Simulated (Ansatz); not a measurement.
# ClFO₂W: small, medium and large basis sets

Aim: see how fast density functionals converge with the basis set for ClFO₂W.

Program: Ansatz 0.2.0, Gaussian basis. Level of theory: one geometry, several basis sets. These are calculated values, not measurements.

Plan: PBE0-D4/def2-SVP; ωB97M-V/def2-SVP; PBE0-D4/def2-QZVPP; ωB97M-V/def2-QZVPP; the functionals' def2-TZVPP values are taken from earlier runs.

## (1) The relaxed structure

All runs share one geometry, relaxed beforehand with PBE0-D4 in a triple-zeta def2 set. W takes the def2 core potential; no spin-orbit term is included.

SMILES `[O]=[W](=[O])([F])[Cl]`, 5 atoms, charge 0, spin multiplicity 1.

Atoms are counted from 1 here; the program's logs count them from 0.

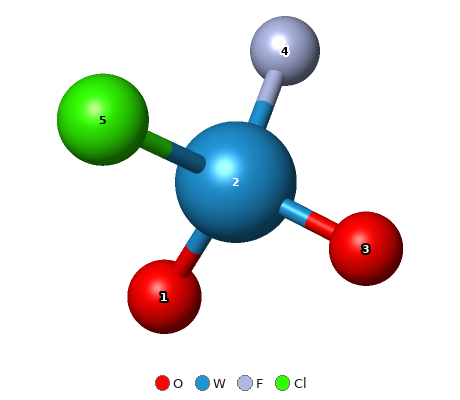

The geometry (oxygen red, tungsten blue, fluorine light blue, chlorine green); atoms are numbered from 1 in the order of the file.

## (2) PBE0-D4 in def2-SVP

Contents of in.yaml:

```yaml
crystal:
  periodic: [false, false, false]
  atoms:
    - {symbol: O, position_ang: [-0.515645, -0.648381, 1.504548]}
    - {symbol: W, position_ang: [0.030321, -0.097244, 0.000439]}
    - {symbol: O, position_ang: [1.715128, -0.257150, 0.005784]}
    - {symbol: F, position_ang: [-0.683860, -1.154599, -1.338560]}
    - {symbol: Cl, position_ang: [-0.496045, 2.083675, -0.213710]}
basis:
  gaussian: {orbitals: def2-SVP}
hamiltonian: {xc: pbe0, dispersion: d4}
output: {orbitals: {seedname: orbitals}}
```

Started as:

```sh
> ansatz run in.yaml --threads 4 --pin off --events-out ev --progress --plain --max-ram 10444MiB
```

Further steps of the session: ωB97M-V in def2-SVP; PBE0-D4 in def2-QZVPP; ωB97M-V in def2-QZVPP.

Before running them: what should the planned runs give, taken together? Wanted: PBE0-D4: double and triple zeta above quadruple; ωB97M-V: double and triple zeta above quadruple.

The runs gave:

| quantity | value |
| --- | --- |
| PBE0-D4: double and triple zeta above quadruple | 14.23, 0.75 eV |
| ωB97M-V: double and triple zeta above quadruple | 14.34, 0.71 eV |

What this shows: For PBE0-D4 the step from double to triple zeta gains 13.47 eV and the next only 0.75 eV. Total energies overstate the basis error of differences, where much of it tends to cancel.
